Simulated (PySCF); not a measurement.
# C3H6NSi (SMILES [C]1=NC[SiH2]C1) (doublet): what the fields show

```xyz
11

C     0.6922   -1.4278   -0.3414
N    -0.5148   -1.5299   -0.5066
C    -1.3451   -0.3524   -0.2558
Si   -0.0899    1.0185    0.2837
C     1.4096   -0.2223    0.0916
H    -2.0842   -0.6172    0.5030
H    -1.8971   -0.1290   -1.1710
H    -0.2586    1.4560    1.6678
H     0.0014    2.1308   -0.6598
H     1.9512   -0.4064    1.0185
H     2.1408    0.0824   -0.6561
```

Geometry: GFN2-xTB.

Theory: UKS B3LYP, pcH-1 on C H N Si, non-relativistic, mean-field spin-orbit, GIAO (PySCF).

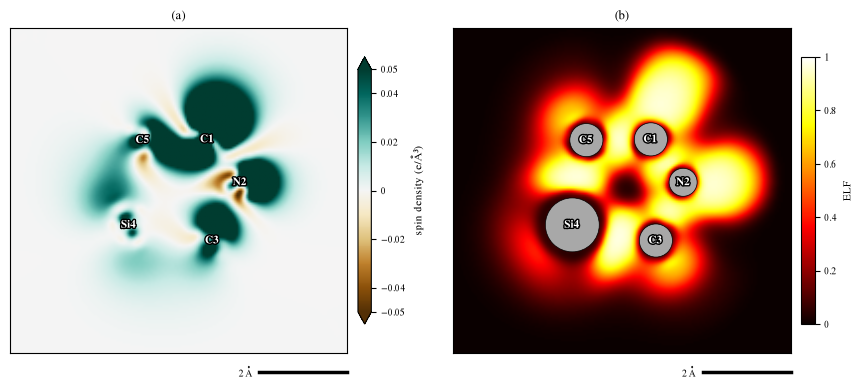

Figure 1. (a) spin density (α minus β); (b) ELF on the plane of atoms N2, C3 and Si4. Grey discs cover the atomic cores in the ELF map.

Question: Read the bonding off the picture.

Answer:
- The section cuts through C, N and Si sites.
- C–N (1.22 Å): the ELF peaks at about 0.90 between the atoms: a short, multiple covalent bond.
- C–C (1.47 Å): the ELF peaks at about 0.95 between the atoms, as expected for a shared electron pair.
- C–Si (1.94 Å): the ELF peaks at about 0.95 between the atoms, as expected for localised, covalent bonding.
- The ELF also peaks beside N2 and C1, away from the bonds: non-bonding electrons, paired or unpaired.
- The unpaired spin (1 electron) lies mostly on C1 (about 0.6), N2 (about 0.1), C5 (about 0.1) and Si4 (about 0.1), in electrons by Hirshfeld's partition.

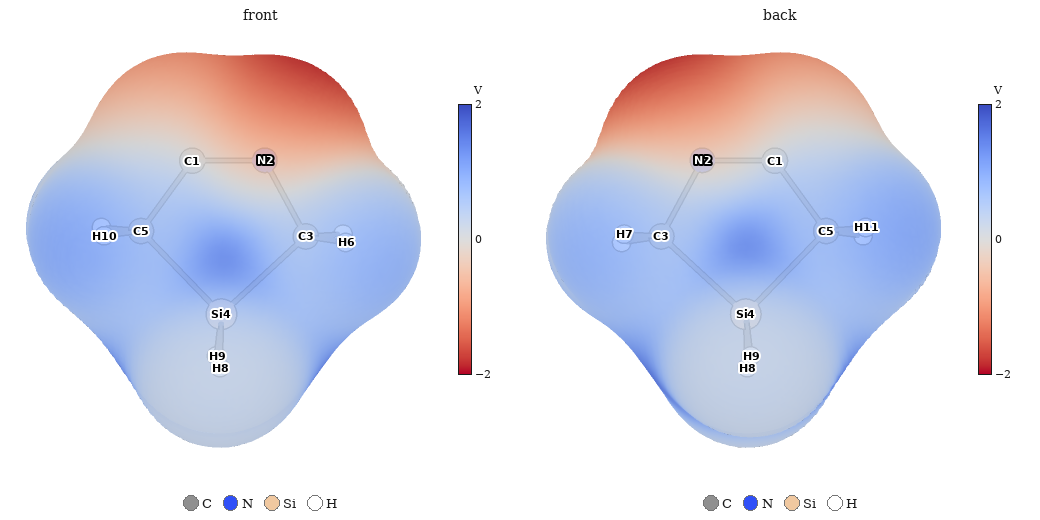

Figure 2. The electrostatic potential painted on the density surface at 0.002 e/bohr³, seen from the front and from behind; the colour scale runs from red (negative) to blue (positive).

Question: Which sites attract a positive test charge, and which a negative one?

Answer: A positive charge is drawn to the negative regions and a negative charge to the positive ones. The most negative region (about −1.8 V) lies over N2, the most positive (about +1.4 V) over Si4. N2 is the likeliest acceptor of a hydrogen bond.
